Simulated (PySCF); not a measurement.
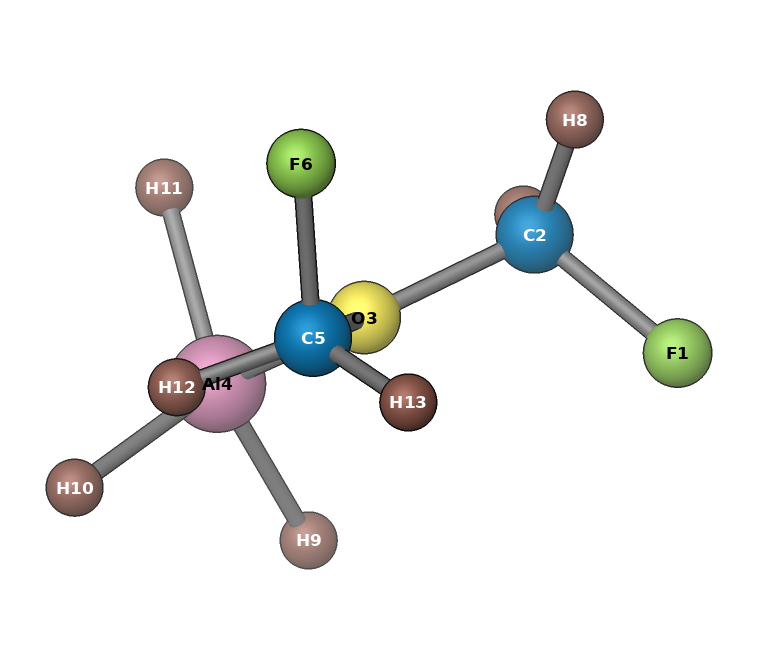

O3 lies behind C5. The molecule seen a little off the C5–O3 bond, C5 in front. Depth is shown by fading: the farther an atom, the more it takes the colour of the background. Geometry: a frame of a GFN2-xTB molecular-dynamics simulation, not a minimum.

What is the torsion angle F6–C5–O3–Al4? The sign is positive where the front bond must turn clockwise to cover the back bond.

Answer. −114°, anticlinal.
